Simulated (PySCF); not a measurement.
# C3H5Br: the cost of one run

Computed with PySCF 2.14.0 and routines of our own; the level stands in each step. Atoms count from 0.

## 1. The starting structure

9 atoms, charge 0, multiplicity 1; geometry from: GFN2-xTB.

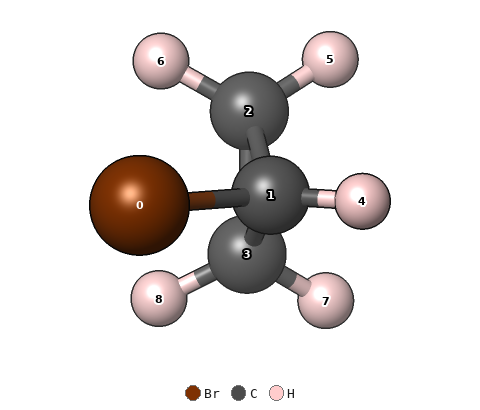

The starting geometry (bromine brown, carbon dark grey, hydrogen pink).

## 2. Relaxing the molecule at PBE0-D3(BJ)/def2-SVP

The job: settings as JSON, then the geometry in Å.

```
{"job": {"xc": "PBE0", "basis": "def2-SVP", "d3": "d3bj", "grid": 1, "maxiter": 30, "shake": 0.01, "kind": "geom"}, "charge": 0, "multiplicity": 1}
Br     2.235540    -0.387970    -0.889650
C      0.736400    -0.025330     0.302240
C     -0.584010    -0.700640     0.045580
C     -0.386820     0.776650    -0.193990
H      1.099830     0.104040     1.303340
H     -1.133240    -1.030310     0.907990
H     -0.634610    -1.350960    -0.803190
H     -0.870210     1.474030     0.488450
H     -0.405090     1.123330    -1.194490
```

On the command line:

```sh
$ OMP_NUM_THREADS=1 python heavy_run.py task.json out
```

One launch serves the whole session: the jobs run in the order shown.

**Question.** How long does this first job take on 1 thread of Arm Neoverse V2, shared host, and how much memory does it need?

About 23 s, with a peak of 0.41 GiB.
